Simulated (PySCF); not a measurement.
Consider C3H12OSi4.

Input file:

```
{"job": {"kind": "nmr", "xc": "PBE0", "basis": "pcSseg-1"}, "charge": 0, "multiplicity": 1}
C     -2.370375     1.903986     0.408401
C     -1.474377     0.963794     0.103167
C     -1.634886     0.180644    -1.107708
O     -0.775568    -0.556214    -1.540970
Si     0.107262     0.517862     1.062289
Si    -0.277028    -1.568987     2.007751
Si     1.862659     0.727643    -0.461911
Si     2.135056    -1.035747    -1.934912
H     -3.225457     2.113990    -0.219664
H     -2.265393     2.511838     1.291022
H     -2.604583     0.281210    -1.634880
H      0.091346     1.546647     2.129707
H     -1.504843    -1.650422     2.808231
H      0.824158    -1.934195     2.903830
H     -0.378889    -2.624009     0.999110
H      1.689314     2.002120    -1.186920
H      3.082958     0.978425     0.330678
H      3.565180    -1.275954    -2.183605
H      1.546001    -0.785597    -3.247931
H      1.602316    -2.286354    -1.396595
```

Launched as:

```sh
OMP_NUM_THREADS=1 python probes_run.py task.json out
```

Geometry: GFN2-xTB.

All numbers below come from PBE0/pcSseg-1, SCF density, gas phase, non-relativistic in PySCF.

What will maps of the electron density and electron localisation function show?

Answer. C–O (1.21 Å): ρ at the midpoint is about 3.3 e/Å³; the ELF peaks at about 0.85 between the atoms (a multiple bond).
C–C (1.33 Å): ρ is about 2.3 e/Å³ halfway; the ELF peaks at about 0.95 between the atoms; a multiple bond.
C–Si (1.90 Å): ρ is about 0.89 e/Å³ halfway; the ELF peaks at about 0.95 between the atoms; a shared electron pair.
C–H (1.08 Å): ρ at the midpoint is about 2.1 e/Å³; the ELF climbs to about 1 towards the hydrogen, as it does in any bond to H (an ordinary covalent bond to hydrogen).

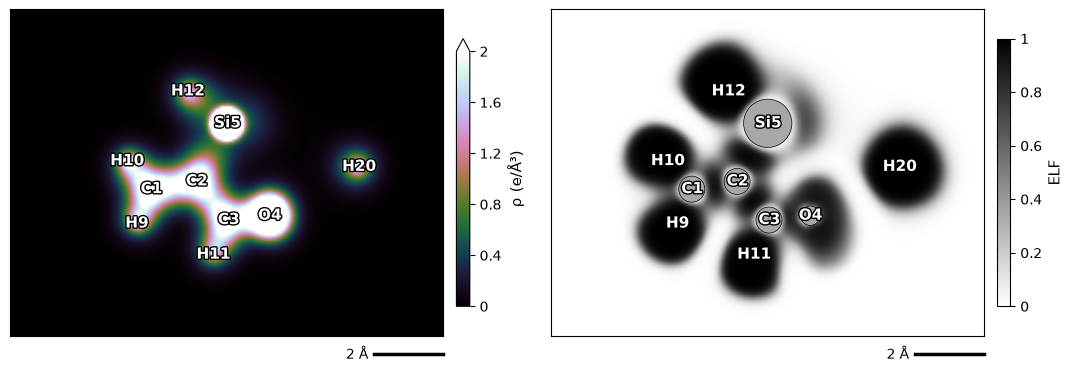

Computed electron density and electron localisation function on the plane of atoms C3, C2 and Si5, in this order. Grey discs cover the atomic cores in the ELF map. 
